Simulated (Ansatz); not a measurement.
The relaxed structure here is a generated cell of ZnSnN2: the first start was made by placing the elements on the sites of a structure type, and the end was not matched to a known phase here, so it may be hypothetical.

One stationary structure of ZnSnN₂. Space group P6₃/mmc (No. 194). The numbers are results of PBE (plane waves to 420 eV, PAW, scalar-relativistic; Ansatz, an electronic-structure program), not measurements.

```cif
data_N4Sn2Zn2
_chemical_formula_sum 'Zn2 N4 Sn2'
_space_group_name_H-M_alt 'P 1'
_space_group_IT_number 1
_cell_length_a 3.18441
_cell_length_b 3.18441
_cell_length_c 10.75387
_cell_angle_alpha 90.000
_cell_angle_beta 90.000
_cell_angle_gamma 120.000
loop_
_space_group_symop_operation_xyz
  'x, y, z'
loop_
_atom_site_label
_atom_site_type_symbol
_atom_site_fract_x
_atom_site_fract_y
_atom_site_fract_z
_atom_site_occupancy
Zn1 Zn 0.33333 0.66667 0.75000 1
Zn2 Zn 0.66667 0.33333 0.25000 1
N1 N 0.33333 0.66667 0.11638 1
N2 N 0.66667 0.33333 0.61638 1
N3 N 0.66667 0.33333 0.88362 1
N4 N 0.33333 0.66667 0.38362 1
Sn1 Sn 0.00000 0.00000 0.00000 1
Sn2 Sn 0.00000 0.00000 0.50000 1
```

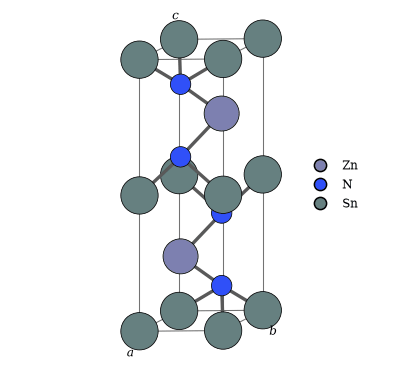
*The conventional cell of the relaxed structure*

```json
{
 "volume_per_atom": "11.80 Å³",
 "band_gap": "no gap on the sampled points, where the bands overlap only slightly; such a result is sensitive to mesh and level",
 "shortest_distances": "N–Sn 2.22 Å; N–Zn 2.33 Å; N–N 2.87 Å; Zn–Zn 3.18 Å",
 "k-mesh": "12×12×3"
}
```

Band energies at high-symmetry points (eV from the Fermi level; labels of this space group; no spin-orbit coupling), from −5 eV up to 4.8 eV:

```csv
point,energies
Γ,-4.42 -1.09 -1.08 -1.08 -0.93 -0.93 -0.70 -0.70 -0.49 -0.49 -0.18 2.61 2.64 3.75
M,-4.80 -3.95 -3.14 -2.87 -2.43 -2.31 -1.37 -0.47 -0.22 0.11 2.69 2.97 3.49
K,-4.72 -4.50 -4.50 -3.11 -2.80 -2.80 -0.82 -0.82 2.02 3.80 3.80 4.63
A,-2.74 -2.74 -1.02 -1.02 -1.02 -1.02 -0.58 -0.58 -0.58 -0.58 1.26 1.26 3.41 3.41
L,-3.50 -3.50 -2.86 -2.86 -1.29 -1.29 -0.85 -0.85 1.13 1.13 3.97 3.97
H,-4.89 -4.89 -4.86 -4.86 -3.83 -3.83 -2.29 -2.29 -1.28 -1.28 3.07 3.07 4.15 4.15
```

No spin polarisation in the result.

The run could not lower the symmetry of its start; a shaken copy of this end point relaxes with PBE to Cmc2₁ (No. 36), 0.23 eV/atom lower.
